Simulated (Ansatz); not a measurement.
Input file:

```
crystal:
  periodic: [false, false, false]
  atoms:
    - {symbol: F, position_ang: [0.874789, -0.931623, 1.042072]}
    - {symbol: Si, position_ang: [0.044600, -0.051463, 0.033821]}
    - {symbol: Cl, position_ang: [-1.596524, 0.626073, 0.985314]}
    - {symbol: Cl, position_ang: [-0.472568, -1.202486, -1.536321]}
    - {symbol: Cl, position_ang: [1.199602, 1.485900, -0.566287]}
basis:
  gaussian: {orbitals: def2-TZVPP}
hamiltonian: {xc: pbe0, dispersion: d4}
output: {orbitals: {seedname: orbitals}}
```

Command:

```sh
ansatz run in.yaml --threads 4 --pin off --events-out ev --progress --plain --max-ram 10444MiB
```

Geometry: PBE0-D4/def2-TZVP.

These are results of RKS PBE0-D4/def2-TZVPP in Ansatz, not measurements.

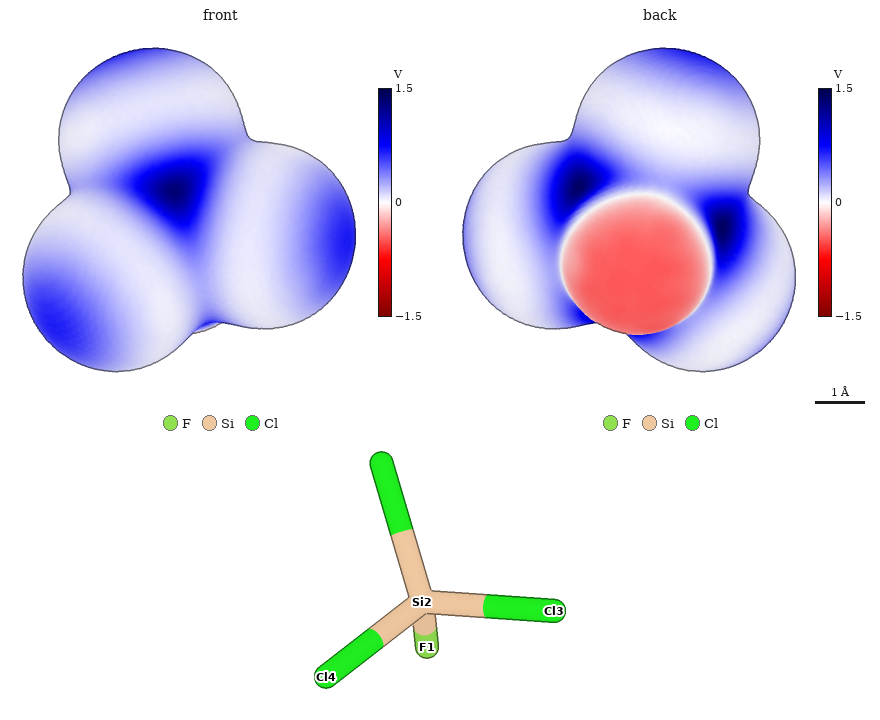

Cl₃FSi (SMILES F[Si](Cl)(Cl)Cl). The molecular electrostatic potential painted on the density surface at 0.002 e/bohr³, seen from the front and from behind; red is negative and blue positive. The bare structure is drawn below in the same view.

Question: Describe the electrostatic potential map.

Answer: The most negative region (about −0.5 V) lies over F1, the most positive (about +1.3 V) over Si2. Cl3 shows a σ-hole: about +0.7 V at the tip opposite its bond, against about +0.1 V on its flanks. Cl4 shows a σ-hole: about +0.7 V at the tip opposite its bond, against about +0.1 V on its flanks. Cl5 shows a σ-hole: about +0.7 V at the tip opposite its bond, against about +0.1 V on its flanks.
